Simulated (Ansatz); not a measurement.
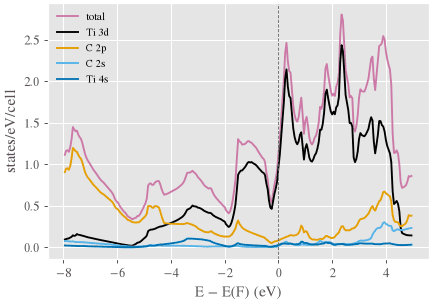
Total and projected density of states of TiC2 in space group P-3m1 (No. 164; Ti on 1a, C on 2d), the program Ansatz at the r²SCAN level (PAW)

Question: Which orbitals carry the states next to the Fermi level?

Answer: Within 0.5 eV of the Fermi level: Ti 3d 86 %, C 2p 7 %. Projections are on Löwdin-orthogonalised atomic valence shells; empty p or d shells of many metals are not among them.

Question: Where is the tallest occupied peak in this window, and what makes it?

Answer: Near -7.6 eV, about 1.4 states/eV per cell; the largest projected share is C 2p.

The start of the workflow was typed in or built on a structure type; neither database checked (COD, Materials Project) lists it. Its standing as an ambient phase is unchecked. The cell was relaxed with r²SCAN under the symmetry of its start; whether a distortion lowers the energy is not shown. The run is not spin-polarised. The volume moved by 15 % from the start of the relaxation. Its formation energy is positive at this level, so the cell may be metastable or incomplete.

Potentials: the earlier of the program's two PAW sets.
